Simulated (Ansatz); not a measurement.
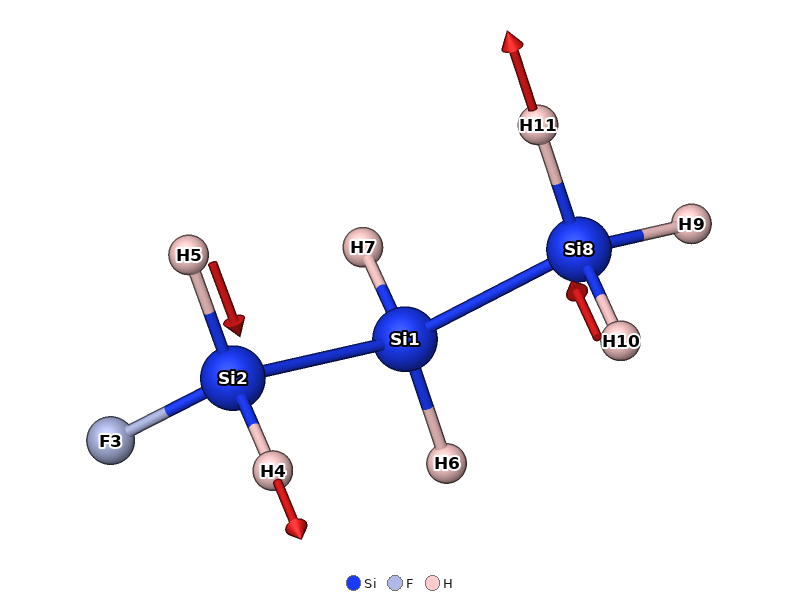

The arrows show one normal mode. Harmonic vibrations computed with RKS PBE0-D4/def2-TZVP (Ansatz 0.2.0) at a stationary point of the same level.

Describe the motion.

Mostly out-of-phase stretching of 4 Si–H bonds.

Estimate its harmonic wavenumber.

2226 cm⁻¹; it is mode 25 of 27 counted from the lowest.
